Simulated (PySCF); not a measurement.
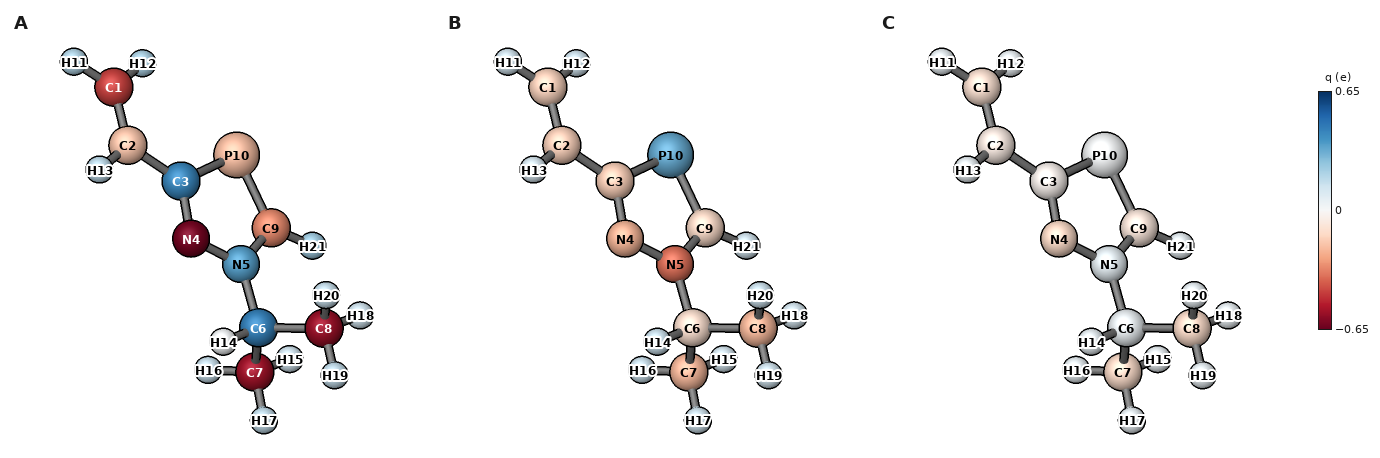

Atomic charges of one calculation by 3 schemes, on one colour scale. The computed structure is the end point of a GFN2-xTB optimisation. No frequency run is at hand to confirm it as a minimum. Method: PBE0/pcSseg-1 (PySCF 2.14.0).

> The schemes are ESP-fitted, Hirshfeld, Mulliken. Which panel shows which?

A ESP-fitted, B Mulliken, C Hirshfeld.

List the charges (e), one line for each set of equivalent atoms. Atoms whose distances differ by more than 0.02 Å in this geometry are listed apart.

| atom | ESP-fitted | Mulliken | Hirshfeld |
| --- | --- | --- | --- |
| C1 | −0.45 | −0.14 | −0.10 |
| C2 | −0.18 | −0.15 | −0.06 |
| C3 | 0.43 | −0.16 | −0.03 |
| N4 | −0.62 | −0.22 | −0.12 |
| N5 | 0.36 | −0.36 | 0.06 |
| C6 | 0.44 | −0.10 | 0.04 |
| C7, C8 | −0.55 | −0.21 | −0.12 |
| C9 | −0.31 | −0.12 | −0.07 |
| P10 | −0.20 | 0.34 | 0.01 |
| H11 | 0.19 | 0.12 | 0.05 |
| H12 | 0.20 | 0.13 | 0.04 |
| H13 | 0.17 | 0.11 | 0.05 |
| H14 | 0.02 | 0.13 | 0.05 |
| H15 | 0.12 | 0.11 | 0.04 |
| H16 | 0.14 | 0.13 | 0.05 |
| H17 | 0.15 | 0.12 | 0.05 |
| H18 | 0.12 | 0.11 | 0.04 |
| H19 | 0.16 | 0.12 | 0.05 |
| H20 | 0.14 | 0.13 | 0.05 |
| H21 | 0.23 | 0.12 | 0.05 |

The geometry is semi-empirical. Around P such bond lengths and angles can be off by a tenth of an ångström or more and by several degrees, and values that hang on the shape move with them.
